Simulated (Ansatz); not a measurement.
```
atom    x (Å)    y (Å)    z (Å)
  Si  -0.3225  -0.3770   1.9313
   O  -0.0867  -0.6250  -1.1107
   C  -0.1548   0.6004  -1.8078
   N   1.2518  -0.5130   1.6738
   H   0.7290  -0.6254  -0.5828
   H  -1.3597  -1.3255   2.4053
  Cl  -1.1997   1.4483   1.6617
   H  -0.0819   1.4812  -1.1454
   H  -1.1324   0.6491  -2.3163
   H   0.6313   0.6806  -2.5832
   H   1.7255  -1.3936   1.8741
```

The calculation used RKS B3LYP-D4/def2-SVP in Ansatz.

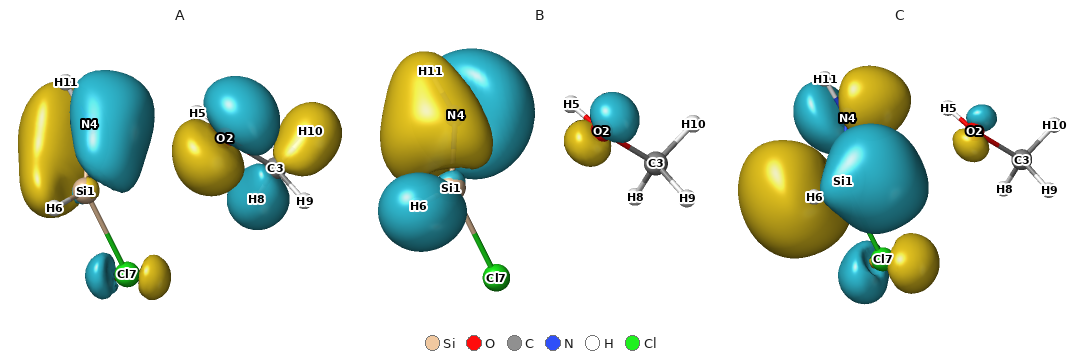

ClH₂NSi···CH₄O. Three frontier orbitals at ±0.1 Å⁻³ᐟ² (yellow and cyan are the two phases), in no order.

Which picture is the HOMO−1, the HOMO and the LUMO?

B is the HOMO−1 (−7.50 eV). By Hirshfeld shares it lies mainly on N4 (about 70 %), Si1 (about 15 %) and H6 (about 5 %); largely a lone pair of N4. A is the HOMO (−7.11 eV). By Hirshfeld shares it lies mainly on N4 (about 35 %), O2 (about 30 %) and Si1 (about 10 %). C is the LUMO (−1.35 eV). It lies mainly on Si1 (about 60 %), N4 (about 20 %) and Cl7 (about 10 %).

What is the HOMO–LUMO gap?

5.76 eV between the orbital energies.
